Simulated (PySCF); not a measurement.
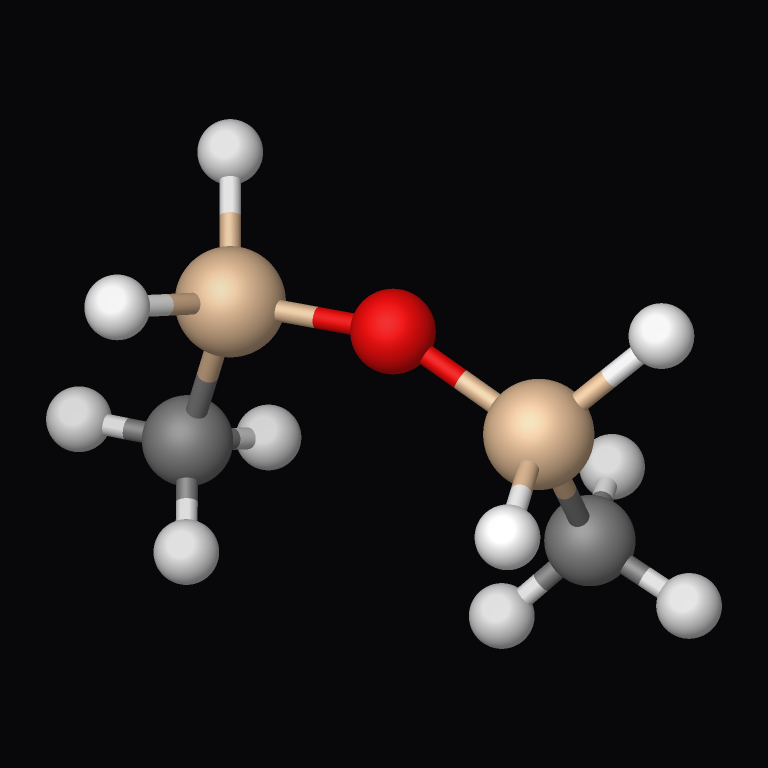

The picture shows a molecular structure as a ball-and-stick model. Every bond is drawn as one stick, whatever its order. Colours: carbon grey, silicon light orange, oxygen red, hydrogen white.

Computed geometry: PBE0-D3(BJ)/def2-SVP optimisation. No frequency run is at hand to confirm it as a minimum.

Description:

Formula C₂H₁₀OSi₂. SMILES: `C[SiH2]O[SiH2]C`. It has no ring. Among its groups: Si–H bond, Si–O bond. Coordination: 2 C tetrahedral; 2 Si tetrahedral; 1 O bent.

More results for the same structure follow; atom numbers are the same in all pictures, views and colours differ.

### Electronic properties

No frequency run is at hand to confirm it as a minimum. Properties computed with LC-wPBE/pcSseg-1, gas phase (PySCF 2.14.0).

Computed properties:

- dipole moment: 1.61 D
- HOMO energy (Kohn–Sham orbital): −11.03 eV
- LUMO energy (Kohn–Sham orbital): 3.03 eV
- HOMO–LUMO gap: 14.06 eV

### Bond orders

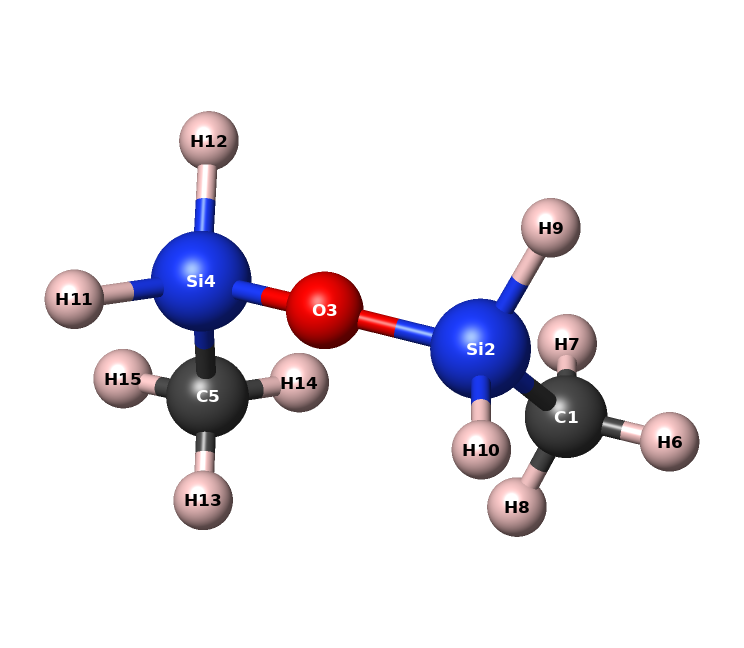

Every bond is drawn as one stick. No frequency run is at hand to confirm it as a minimum. Level of theory: PBE0/def2-TZVP (PySCF 2.14.0).

List the Mayer bond orders of C1–Si2, C1–H6, C1–H7, C1–H8, Si2–O3, Si2–H9, Si2–H10, O3–Si4, Si4–C5, Si4–H11, Si4–H12, C5–H13, C5–H14, C5–H15. Atoms whose distances differ by more than 0.02 Å in this geometry are listed apart.

```
   bond  Mayer order  length (Å)
 C1–Si2         1.01       1.872
  C1–H6         0.94       1.102
  C1–H7         0.95       1.101
  C1–H8         0.95       1.101
 Si2–O3         1.14       1.655
 Si2–H9         0.95       1.495
Si2–H10         0.95       1.494
 O3–Si4         1.14       1.656
 Si4–C5         1.01       1.871
Si4–H11         0.95       1.493
Si4–H12         0.94       1.496
 C5–H13         0.95       1.101
 C5–H14         0.95       1.101
 C5–H15         0.94       1.102
```

### NMR shielding

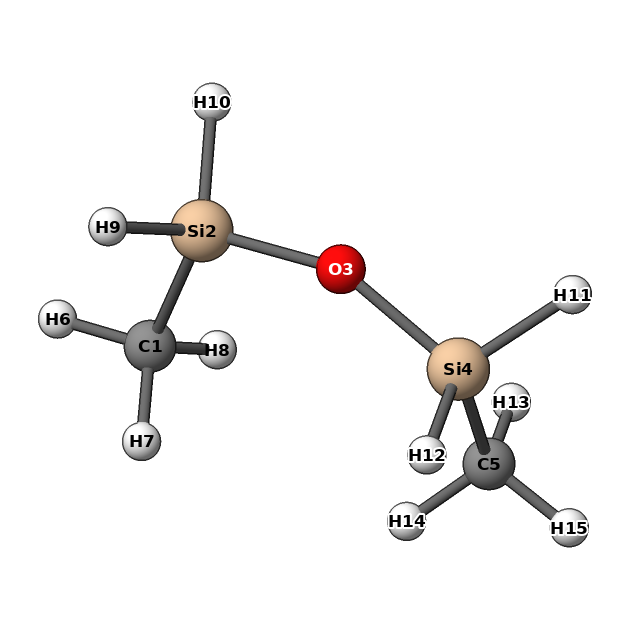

The questions are on isotropic NMR shieldings of the H atoms. No frequency run is at hand to confirm it as a minimum. Method: GIAO PBE0/def2-SVP NMR shielding, non-relativistic, gas phase (PySCF 2.14.0).

> Which H atom is the most shielded (lowest chemical shift)?

H15 (31.50 ppm).

> Which H atom is the least shielded (highest chemical shift)?

H12 (26.22 ppm).

> How wide is the range of H shifts?

5.28 ppm.

List the isotropic NMR shieldings of the H atoms.

```tsv
atom	σ (ppm)
H6	31.49
H7	31.02
H8	31.00
H9	26.24
H10	26.27
H11	26.30
H12	26.22
H13	30.98
H14	31.04
H15	31.50
```
